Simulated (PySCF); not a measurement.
# Run report: C5H12Si2, spin–spin coupling calculation

C5H12Si2, computed with PBE0/IGLO-II indirect spin-spin coupling, non-relativistic, IEF-PCM benzene (PySCF 2.14.0).

The geometry comes from this level: GFN2-xTB. It belongs to a series of runs on one base structure; here: solvent benzene; PBE0/IGLO-II; conv 1e-07; aux def2-qzvpp-jkfit.

Figures and captions count atoms from 1; the log counts them from 0 in places.

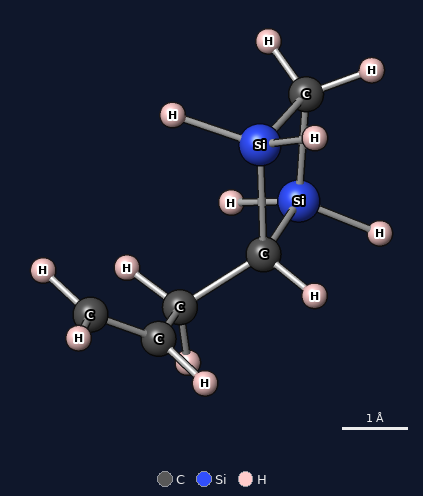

The input geometry (ball-and-stick view, seen at a tilt). Bond lengths as drawn: C–C 1.32 to 1.53 Å, C–H 1.08 to 1.10 Å, C–Si 1.92 to 1.93 Å and H–Si 1.46 to 1.47 Å.

Summary:

```csv
quantity,value
outcome,converged
total energy,−776.241551 hartree
HOMO,−7.27 eV
LUMO,0.05 eV
dipole moment,0.42 D
hardware,"1 CPU thread, shared host"
wall time,2.1 min
peak memory,1.1 GiB
```

Settings chosen away from the usual ones: solvent benzene; PBE0/IGLO-II; conv 1e-07; aux def2-qzvpp-jkfit.

The input:
```
{"job": {"kind": "j", "xc": "PBE0", "basis": "IGLO-II", "solvent": "benzene", "scf": {"conv": 1e-07, "aux": "def2-qzvpp-jkfit"}}, "charge": 0, "multiplicity": 1}
C      2.851555    -0.201962     1.042787
C      2.234733    -0.273168    -0.122023
C      0.935379    -0.968735    -0.359499
C     -0.150637     0.038931    -0.741776
Si    -0.719804     1.265880     0.628916
C     -2.518268     0.705419     0.255981
Si    -1.937419    -0.641429    -0.977522
H      3.778199     0.332454     1.169213
H      2.458085    -0.686203     1.921697
H      2.653768     0.223686    -0.988676
H      0.636860    -1.512707     0.538786
H      1.058839    -1.695721    -1.169764
H      0.191781     0.571337    -1.633208
H     -0.430517     2.678759     0.371520
H     -0.266058     0.909311     1.973586
H     -3.130161     1.479348    -0.199721
H     -3.077061     0.337437     1.111855
H     -2.473153    -0.539704    -2.337877
H     -2.105926    -2.013682    -0.491736
```

The first line tells a small driver script what to run in PySCF; the rest is the geometry in Å.

Launched with:
```bash
OMP_NUM_THREADS=1 python <driver script> task.json out
```

What the program printed:
```
final grid: 144360 points
cycle   1  E = -776.1702834088  dE =  5.335e-01  |g| = 5.453e-01  |ddm| = 3.283e+00
cycle   2  E = -776.1327503576  dE =  3.753e-02  |g| = 6.397e-01  |ddm| = 8.993e-01
cycle   3  E = -776.2401248085  dE = -1.074e-01  |g| = 7.453e-02  |ddm| = 5.583e-01
cycle   4  E = -776.2412008219  dE = -1.076e-03  |g| = 3.689e-02  |ddm| = 8.516e-02
cycle   5  E = -776.2415291362  dE = -3.283e-04  |g| = 9.544e-03  |ddm| = 3.118e-02
cycle   6  E = -776.2415485221  dE = -1.939e-05  |g| = 3.233e-03  |ddm| = 8.145e-03
cycle   7  E = -776.2415511384  dE = -2.616e-06  |g| = 4.729e-04  |ddm| = 2.713e-03
cycle   8  E = -776.2415511852  dE = -4.675e-08  |g| = 1.769e-04  |ddm| = 5.497e-04
converged SCF energy = -776.2415511852

Indirect spin-spin couplings (Hz)
  i      j    bonds     total        FC       PSO       DSO        SD
  0 C    1 C    1     72.466    81.558    -9.246     0.154         -
  0 C    2 C    2      0.421     0.792    -0.338    -0.033         -
  0 C    3 C    3      3.506     3.386     0.145    -0.025         -
  0 C    4 Si   4      0.347     0.345     0.008    -0.009     0.002
  0 C    5 C    5      0.212     0.233     0.019    -0.039         -
  0 C    6 Si   4     -0.483    -0.558    -0.010     0.033     0.052
  0 C    7 H    1    145.404   144.534     0.254     0.616         -
  0 C    8 H    1    143.175   142.306     0.201     0.668         -
  0 C    9 H    2     -0.221     1.477    -1.186    -0.512         -
  0 C   10 H    3      6.273     6.593    -0.390     0.069         -
  0 C   11 H    3      6.239     6.365     0.260    -0.386         -
  0 C   14 H    5      0.490     0.446    -0.163     0.207         -
  1 C    2 C    1     40.203    41.404    -1.435     0.234         -
  1 C    3 C    2     -3.202    -2.942    -0.326     0.066         -
  1 C    4 Si   3     -2.715    -2.721     0.004    -0.023     0.025
  1 C    5 C    4      0.151     0.123     0.072    -0.044         -
  1 C    6 Si   3    -10.501   -10.349    -0.101     0.029    -0.079
  1 C    7 H    2     -2.545    -0.751    -1.278    -0.516         -
  1 C    8 H    2     -3.203    -1.302    -1.424    -0.477         -
  1 C    9 H    1    141.661   140.916    -0.166     0.911         -
  1 C   10 H    2     -4.673    -4.330    -0.284    -0.060         -
  1 C   11 H    2     -7.311    -7.210    -0.047    -0.053         -
  1 C   12 H    3      3.928     3.926    -0.206     0.208         -
  1 C   17 H    4      0.604     0.630     0.161    -0.186         -
  1 C   18 H    4     -0.299    -0.282     0.120    -0.137         -
  2 C    3 C    1     26.983    26.923    -0.208     0.269         -
  2 C    4 Si   2      3.298     3.107     0.165    -0.016     0.042
  2 C    5 C    3      4.080     4.109     0.007    -0.037         -
  2 C    6 Si   2      2.426     2.267     0.133    -0.017     0.042
  2 C    7 H    3     11.901    12.006     0.340    -0.445         -
  2 C    8 H    3      7.816     7.955    -0.189     0.051         -
  2 C    9 H    2      3.383     3.553    -0.008    -0.162         -
  2 C   10 H    1    120.395   118.893     0.452     1.050         -
  2 C   11 H    1    120.479   118.912     0.583     0.984         -
  2 C   12 H    2     -6.376    -6.521     0.088     0.057         -
  2 C   13 H    3      1.374     1.444     0.169    -0.239         -
  2 C   14 H    3      2.773     2.743    -0.090     0.119         -
  2 C   15 H    4     -0.931    -0.875     0.248    -0.304         -
  2 C   16 H    4      1.556     1.603     0.125    -0.172         -
  2 C   17 H    3      1.277     1.338     0.152    -0.213         -
  2 C   18 H    3      3.258     3.198    -0.081     0.141         -
  3 C    4 Si   1    -40.282   -39.077     0.409    -0.126    -1.488
  3 C    5 C    2     12.651    12.722    -0.121     0.050         -
  3 C    6 Si   1    -36.217   -34.975     0.369    -0.123    -1.488
  3 C    7 H    4     -1.999    -2.021     0.228    -0.207         -
  3 C    8 H    4     -2.001    -2.003     0.063    -0.061         -
  3 C    9 H    3      2.960     2.910    -0.068     0.118         -
  3 C   10 H    2     -1.961    -2.023    -0.028     0.089         -
  3 C   11 H    2     -5.691    -5.815     0.081     0.043         -
  3 C   12 H    1    114.097   112.010     0.900     1.188         -
  3 C   13 H    2      3.123     3.140     0.136    -0.153         -
  3 C   14 H    2      1.879     1.855     0.155    -0.131         -
  3 C   15 H    3      2.120     2.204     0.100    -0.184         -
  3 C   16 H    3      5.298     5.418     0.150    -0.270         -
  3 C   17 H    2      3.237     3.253     0.143    -0.159         -
  3 C   18 H    2      2.532     2.520     0.146    -0.134         -
  4 Si   5 C    1    -34.731   -33.720     0.466    -0.101    -1.376
  4 Si   6 Si   2    -14.191   -14.143    -0.229     0.008     0.172
  4 Si  10 H    3     -4.049    -4.064     0.053    -0.083     0.045
  4 Si  11 H    3    -16.342   -16.260    -0.256     0.247    -0.073
  4 Si  12 H    2      7.419     7.647    -0.071     0.024    -0.181
  4 Si  13 H    1   -185.596  -186.108     1.001    -0.280    -0.208
  4 Si  14 H    1   -186.487  -186.978     1.014    -0.309    -0.214
  4 Si  15 H    2      7.728     7.969    -0.112     0.091    -0.220
  4 Si  16 H    2      6.708     6.932    -0.102     0.103    -0.226
  4 Si  17 H    3     -6.566    -6.804    -0.055     0.252     0.041
  4 Si  18 H    3     -1.182    -1.416    -0.008     0.193     0.049
  5 C    6 Si   1    -35.603   -34.777     0.598    -0.099    -1.325
  5 C   10 H    4      0.155     0.174     0.010    -0.029         -
  5 C   11 H    4     -0.501    -0.466     0.231    -0.266         -
  5 C   12 H    3      1.257     1.326     0.113    -0.182         -
  5 C   13 H    2      3.149     3.178     0.202    -0.231         -
  5 C   14 H    2      2.822     2.849     0.162    -0.188         -
  5 C   15 H    1    114.486   112.285     1.327     0.874         -
  5 C   16 H    1    116.327   114.180     1.280     0.866         -
  5 C   17 H    2      3.111     3.147     0.206    -0.243         -
  5 C   18 H    2      2.661     2.691     0.181    -0.210         -
  6 Si   7 H    5     -0.299    -0.265    -0.142     0.158    -0.050
  6 Si   8 H    5      0.156     0.145    -0.072     0.075     0.008
  6 Si   9 H    4      0.230     0.339    -0.153     0.128    -0.083
  6 Si  10 H    3     -2.369    -2.400     0.061    -0.075     0.046
  6 Si  11 H    3     -5.446    -5.507     0.078    -0.041     0.024
  6 Si  12 H    2      7.539     7.789    -0.088     0.032    -0.193
  6 Si  13 H    3     -6.435    -6.668    -0.060     0.252     0.041
  6 Si  14 H    3     -1.079    -1.308    -0.010     0.190     0.049
  6 Si  15 H    2      7.806     8.014    -0.093     0.098    -0.213
  6 Si  16 H    2      7.121     7.335    -0.092     0.108    -0.231
  6 Si  17 H    1   -183.610  -184.118     0.978    -0.264    -0.206
  6 Si  18 H    1   -183.359  -183.847     0.972    -0.283    -0.201
  7 H    8 H    2     -3.200    -3.255     3.449    -3.393         -
  7 H    9 H    3     10.105    10.579     0.131    -0.605         -
  7 H   10 H    4     -0.428    -0.243     1.366    -1.550         -
  7 H   11 H    4     -1.946    -1.793     1.432    -1.585         -
  7 H   14 H    6      0.155     0.127     0.179    -0.151         -
  8 H    9 H    3     15.158    15.778     2.602    -3.221         -
  8 H   10 H    4     -0.385    -0.497    -1.685     1.797         -
  8 H   11 H    4     -2.404    -2.264     0.997    -1.136         -
  8 H   14 H    6      0.483     0.249    -1.156     1.390         -
  8 H   17 H    6     -0.152    -0.001     0.638    -0.788         -
  9 H   10 H    3      9.488     9.666     2.499    -2.677         -
  9 H   11 H    3      4.342     4.363     0.277    -0.298         -
 10 H   11 H    2    -12.724   -12.823     1.844    -1.745         -
 10 H   12 H    3     12.938    13.006     2.327    -2.395         -
 10 H   13 H    4     -0.333    -0.033     1.013    -1.313         -
 10 H   17 H    4     -0.350    -0.063     0.978    -1.265         -
 11 H   12 H    3      4.266     4.224    -0.027     0.070         -
 11 H   13 H    4      1.091     1.275     1.154    -1.338         -
 11 H   14 H    4     -0.521    -0.426     1.057    -1.151         -
 11 H   15 H    5     -0.189    -0.019     1.045    -1.215         -
 12 H   13 H    3      3.408     3.391    -0.291     0.309         -
 12 H   14 H    3      3.211     3.582     1.496    -1.868         -
 12 H   15 H    4      2.154     2.289     0.433    -0.567         -
 12 H   16 H    4     -2.059    -1.782     1.545    -1.822         -
 12 H   17 H    3      3.621     3.600    -0.264     0.286         -
 12 H   18 H    3      3.026     3.387     1.496    -1.857         -
 13 H   14 H    2      8.609     9.168     1.289    -1.848         -
 13 H   15 H    3      4.218     4.243    -0.075     0.050         -
 13 H   16 H    3      2.014     2.347     1.347    -1.680         -
 13 H   17 H    4      2.028     2.260     0.667    -0.899         -
 14 H   15 H    3      3.586     3.947     1.493    -1.854         -
 14 H   16 H    3      4.377     4.389    -0.142     0.130         -
 14 H   18 H    4      0.636     0.777     0.312    -0.453         -
 15 H   16 H    2    -18.554   -18.904     2.290    -1.941         -
 15 H   17 H    3      4.168     4.200    -0.047     0.015         -
 15 H   18 H    3      3.595     3.963     1.539    -1.907         -
 16 H   17 H    3      2.035     2.372     1.370    -1.706         -
 16 H   18 H    3      4.271     4.295    -0.085     0.061         -
 17 H   18 H    2      9.146     9.705     1.349    -1.908         -
```
